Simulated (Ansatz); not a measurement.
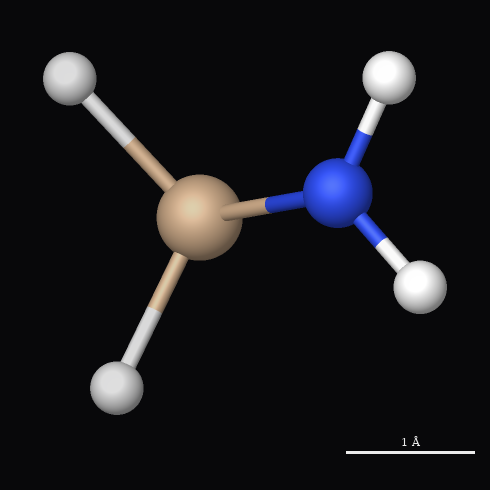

The picture shows a molecular structure as a ball-and-stick model. Every bond is drawn as one stick, whatever its order. Colours: silicon light orange, nitrogen blue, hydrogen white.

Charge 0, doublet. The computed structure is the end point of a PBE0-D4/def2-TZVP optimisation.

Which formula does it have?

H₄NSi, 6 atoms: 4 hydrogen, 1 nitrogen and 1 silicon.

Count the bonded pairs by element.

2 N–H, 2 Si–H, 1 N–Si. Sticks follow a distance rule.

More results for the same structure follow; atom numbers are the same in all pictures, views and colours differ.

**Shape**

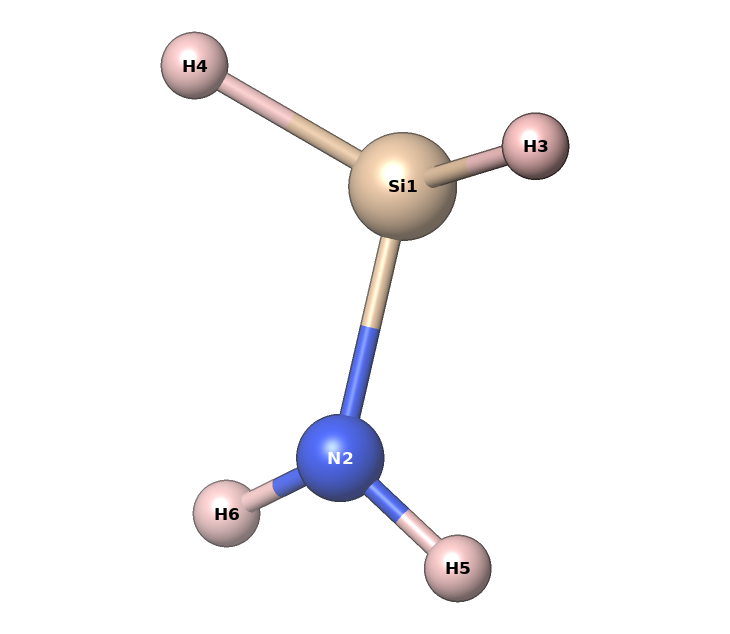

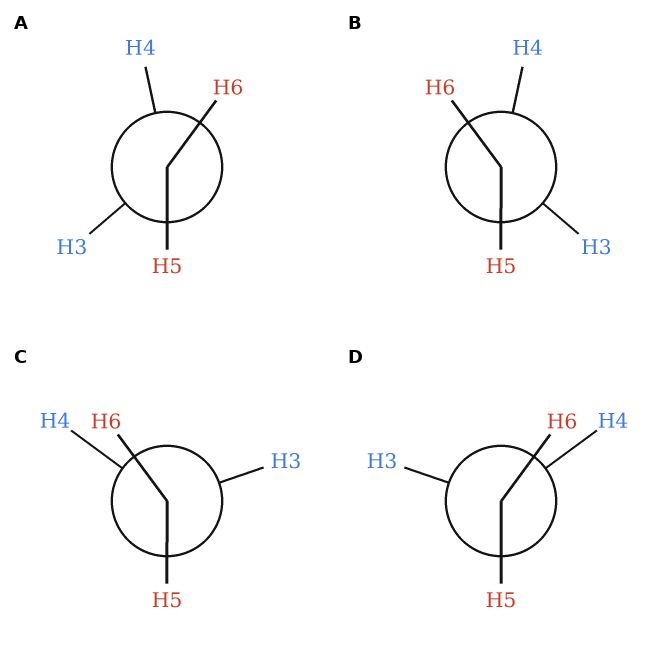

Distant atoms are faded towards the background colour. Bonds that would overlap in a projection are set slightly apart.

Which Newman projection shows the view along N2–Si1, with N2 in front?

B. The torsion angle H5–N2–Si1–H3 is −49°, synclinal (gauche).

**Electronic properties**

Level of theory: UKS PBE0-D4/def2-TZVPP (Ansatz 0.2.0).

What is the HOMO energy (Kohn–Sham orbital)?

−5.31 eV.

Estimate the ⟨S²⟩ of the determinant.

0.753.

**Thermal motion**

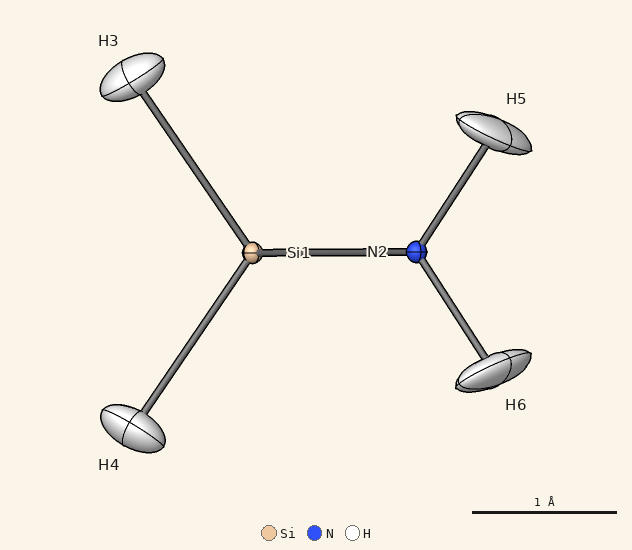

Displacement ellipsoids at the 50 % level, from the internal vibrations of the free molecule (harmonic, no overall translation or rotation; no half-axis is drawn under 0.075 Å). Vibrations computed with UKS PBE0-D4/def2-TZVP (Ansatz 0.2.0). Temperature: 200 K.

List U_eq and the three principal root-mean-square amplitudes for each kind of atom.

| atom | U_eq (Å²) | rms amplitudes (Å) |
| --- | --- | --- |
| Si1 | 0.00015 | 0.009, 0.010, 0.017 |
| N2 | 0.00060 | 0.016, 0.023, 0.032 |
| H3, H4 | 0.0175 | 0.087, 0.136, 0.163 |
| H5, H6 | 0.0242 | 0.068, 0.133, 0.224 |

**Vibrations**

Harmonic vibrations computed with UKS PBE0-D4/def2-TZVP (Ansatz 0.2.0) at a stationary point of the same level.

List the wavenumbers.

12 modes: 236, 426, 633, 746, 840, 896, 900, 1582, 2159, 2192, 3598, 3693 cm⁻¹.
